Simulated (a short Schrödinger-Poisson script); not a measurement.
Stack: gated Al0.3Ga0.7N/GaN polarisation-induced gas, at 400 K.

| layer | material | thickness (nm) | Na (cm⁻³) |
|---|---|---|---|
| 1 | Al0.3Ga0.7N | 15 | - |
| 2 | GaN | 6000 | 2e14 |

The device is made up for the run: typed textbook-type constants, with dimensions and the other settings drawn at random. Al0.3Ga0.7N: permittivity 9.32, conduction-band edge (eV) 0.414, gap (eV) 4.021, electron mass (mₑ) 0.236, Nv at 300 K (cm⁻³) 4.6e19. GaN: permittivity 9.5, conduction-band edge (eV) 0, gap (eV) 3.43, Nv at 300 K (cm⁻³) 4.6e19.

Channel valleys (confinement mass, in-plane density-of-states mass, number): Γ 0.2, 0.2, 1. At the gate the conduction-band edge of layer 1 lies 1.23 eV − eVg above the Fermi level of the channel; the field vanishes at the back. Sheet of polarisation charge: +1.5e13 e/cm² at 15 nm from the gate. The barrier under the gate holds no holes. Gaps are held at their typed values at every temperature. Mesh 0.08 nm at interfaces.

Solved with a short Schrödinger-Poisson script written for these runs: 1D Poisson equation in equilibrium, electrons quantum, Hartree plus LDA exchange-correlation (BenDaniel-Duke, 40 states a valley, the channel's in-plane mass for all, wave functions free to enter the barrier), parabolic valleys, classical holes, full ionisation, no traps, pinning or gate leakage.

Only gate voltages with over 1e8 electrons/cm² are shown.

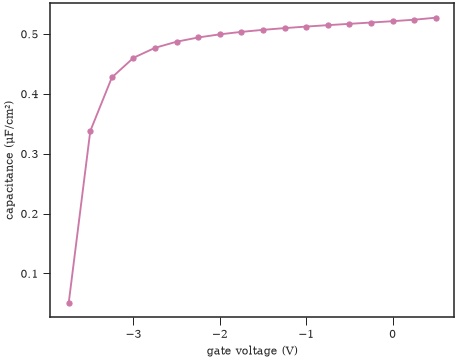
Fig. 1. Quasi-static capacitance against gate voltage

| Vg (V) | electrons (cm⁻²) | in the channel layer | C (μF/cm²) | Γ E0 (meV) | Γ E1 (meV) |
|---|---|---|---|---|---|
| 0.5 | 1.27e13 | 1.15e13 | 0.527 | -129.2 | 21.6 |
| 0.25 | 1.19e13 | 1.08e13 | 0.524 | -120.7 | 25.1 |
| 0 | 1.11e13 | 1.02e13 | 0.521 | -112.0 | 28.5 |
| -0.25 | 1.02e13 | 9.50e12 | 0.519 | -103.2 | 31.9 |
| -0.5 | 9.44e12 | 8.82e12 | 0.517 | -94.2 | 35.3 |
| -0.75 | 8.63e12 | 8.13e12 | 0.515 | -85.1 | 38.8 |
| -1 | 7.83e12 | 7.43e12 | 0.512 | -75.7 | 42.2 |
| -1.25 | 7.04e12 | 6.71e12 | 0.510 | -66.0 | 45.8 |
| -1.5 | 6.24e12 | 5.99e12 | 0.507 | -56.1 | 49.5 |
| -1.75 | 5.45e12 | 5.27e12 | 0.503 | -45.6 | 53.4 |
| -2 | 4.67e12 | 4.54e12 | 0.499 | -34.6 | 57.6 |
| -2.25 | 3.90e12 | 3.80e12 | 0.494 | -22.6 | 62.2 |
| -2.5 | 3.13e12 | 3.07e12 | 0.487 | -9.3 | 67.6 |
| -2.75 | 2.38e12 | 2.34e12 | 0.477 | 6.2 | 74.3 |
| -3 | 1.65e12 | 1.63e12 | 0.460 | 25.4 | 83.5 |
| -3.25 | 9.50e11 | 9.44e11 | 0.427 | 52.5 | 98.4 |
| -3.5 | 3.40e11 | 3.39e11 | 0.338 | 101.0 | 131.0 |
| -3.75 | 1.21e10 | 1.21e10 | 0.0504 | 237.2 | 251.1 |

Subbands count from the Fermi level.
